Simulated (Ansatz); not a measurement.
```
atom    x (Å)    y (Å)    z (Å)
  Cl   0.0714  -0.8386  -3.1702
  Si   0.3979   0.0597   0.9195
   N  -0.8346   0.0433  -0.2527
   H   0.9204  -1.3167   1.1477
   H   1.6029   0.9241   0.6804
   H  -0.1720   0.5512   2.2170
   H  -1.4044   0.8717  -0.3382
   H  -0.5816  -0.2947  -1.2035
```

Geometry: PBE0-D4/def2-TZVPD.

Level of theory: RKS PBE0-D4/def2-TZVPPD (Ansatz 0.2.0).

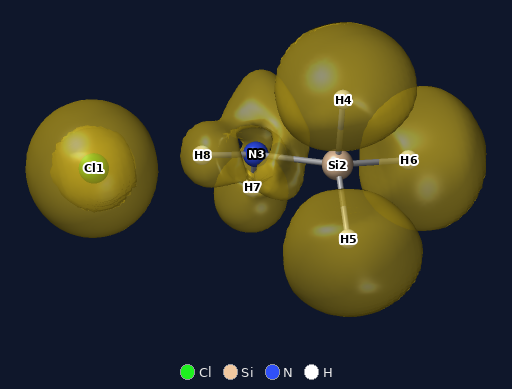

Cl···H5NSi (SMILES [Cl-].[SiH3]N) (charge −1). Isosurface of the ELF at 0.8 (yellow), seen from one side. Only the valence region is drawn (cores and ρ < 0.01 e/Å³ removed).

Question: What do the ELF domains correspond to?

Answer: The surface consists of three regions around hydrogen nuclei, one region wrapped around Cl (its valence shell) and one joined region spread over several atoms (H, N), in which their bonds and any lone pairs are merged. Along the contacts the grid gives the following. Cl1···H8 (2.14 Å): the ELF dips to about 0.20 between them (a closed-shell contact with the geometry of a hydrogen bond). Si–N (1.70 Å): the ELF peaks at about 0.90 between the atoms; a polar covalent bond.
